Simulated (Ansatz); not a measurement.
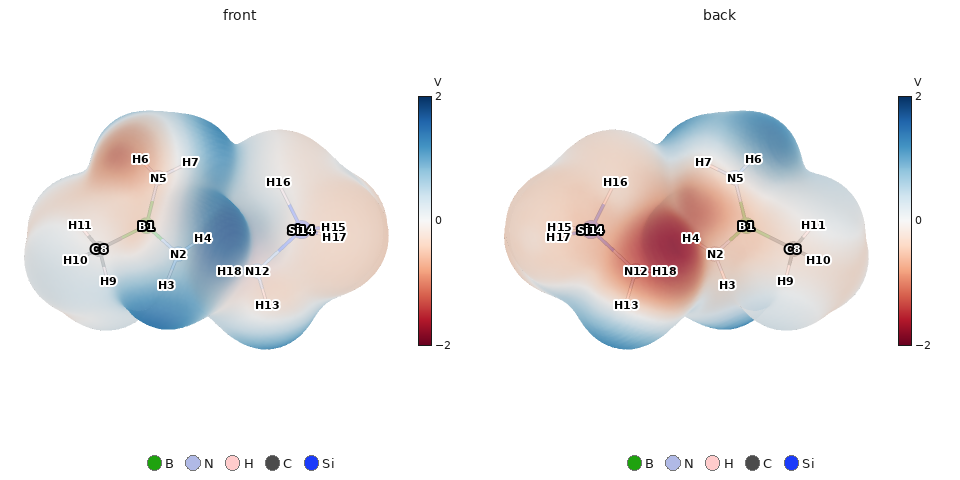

*CH7BN2···H5NSi. The molecular electrostatic potential painted on the density surface at 0.001 e/bohr³, seen from the front and from behind; red is negative and blue positive.*

These are results of RKS PBE/6-31G* (Ansatz 0.2.0), not measurements.

```xyz
18

B    -0.1422    0.4382   -0.1629
N    -0.4602    0.3909    1.2505
H    -1.3703    0.7242    1.5634
H     0.2597    0.5769    1.9494
N     1.2102    0.3195   -0.5819
H     1.4513    0.1976   -1.5612
H     1.9813    0.1024    0.0465
C    -1.3191    0.5850   -1.2248
H    -2.0784   -0.2075   -1.0917
H    -1.8502    1.5488   -1.1120
H    -0.9682    0.5280   -2.2696
N    -0.0766   -2.7039    1.6685
H    -0.8386   -3.2606    2.0591
Si    1.5171   -2.9348    2.3238
H     1.9067   -4.3789    2.1868
H     2.4603   -2.0837    1.5178
H     1.7669   -2.5699    3.7736
H    -0.3739   -1.7267    1.5170
```

Where is the surface potential most negative and most positive?

The most negative region (about −1.6 V) lies over N12, the most positive (about +1.4 V) over H3 and H4. N12 is the likeliest acceptor of a hydrogen bond.
